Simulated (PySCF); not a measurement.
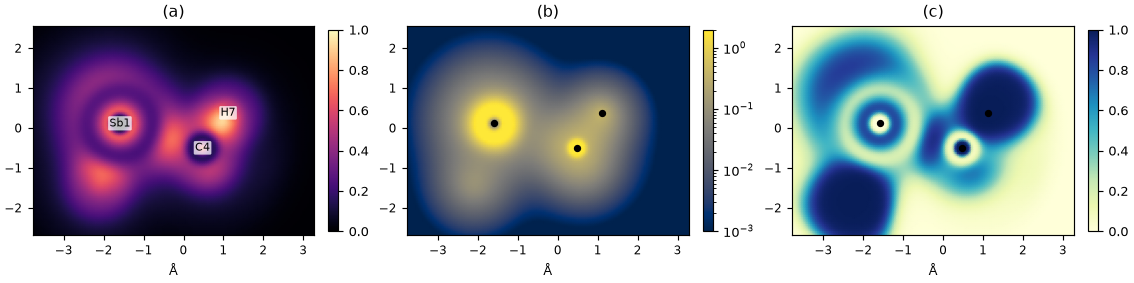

SbH2Me (CH$_{5}$Sb). Three fields in the plane of Sb1, C4 and H7.

Method: BP86/def2-SVPD; geometry: GFN2-xTB; program: PySCF. Core potentials replace the inner electrons of Sb; spin–orbit coupling isn't included. No frequency check shows the geometry to be a minimum. GFN2-xTB bond lengths at metals and heavier atoms can be off by up to 0.1 Å and shapes distorted, which carries into these values.

> The panels show, in some order, the electron localisation function (ELF), electron density and localised orbital locator (LOL). Which is which?

(a) is the localised orbital locator (LOL): it runs from 0 to 1, peaks where electrons are localised, as in bonds, and fades smoothly outside. (b) is the electron density: it is positive everywhere and peaks at the nuclei. (c) is the electron localisation function (ELF): it runs from 0 to 1 and is close to 1 over wide basins that fill the valence regions.
